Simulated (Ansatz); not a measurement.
**Scan of one atom of the cell for AlNi (CsCl type)**

Starting cell, AlNi (CsCl type):

```yaml
crystal:
  lattice:
    - [2.89304, 0.00000, 0.00000]
    - [0.00000, 2.89304, 0.00000]
    - [0.00000, 0.00000, 2.89304]
  atoms:
    - { symbol: Al, position: [0.00000, 0.00000, 0.00000] }
    - { symbol: Ni, position: [0.50000, 0.50000, 0.50000] }
```

In each cell atom 2 (Ni, nearest neighbour Al at 2.505 Å; its periodic images, 2.9 Å or more away, move with it) moves by s·(0.707, 0.707, 0.000) (along Cartesian [110]), the rest being held.

Level of theory: PBE (plane waves to 420 eV, PAW, scalar-relativistic; Ansatz, a first-principles code). k mesh 13×13×13 (Γ-centred), Fermi-Dirac smearing 0.05 eV. E stands for the smeared free energy. Compression counts positive. With partly filled bands, energies and forces of such displacements shift with the k mesh and the smearing. AlNi is run without spin polarisation. AlNi was relaxed with its symmetry unable to fall. The zero of ΔE is the undisplaced structure.

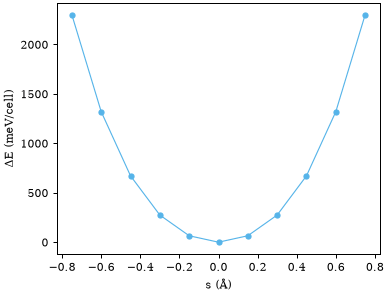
Fig. 1. ΔE (meV/cell) against s (Å); computed points joined by lines.

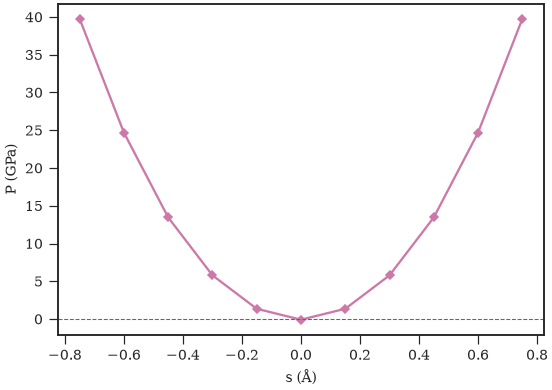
*P (GPa) against s (Å); one marker a computed point.*

The energy at s = 0.750 Å is 2300 meV/cell and the force constant k = d²E/ds² at s = 0 (finite differences) comes out as 5.66 eV/Å². The force along the line at s = -0.750 Å is 7.81 eV/Å. Harmonic estimate at the end of the scan: ½ks² = 1593 meV/cell against the computed 2300 meV/cell, so the well is stiffer than harmonic there. Symmetry of the curve: even: the same for both signs.

With its periodic images moving along, the atom's site symmetry in this cell is m-3m.

(A displaced cell: forces are minus the slopes of the energy, force constants its curvatures, and phonons follow from these.)
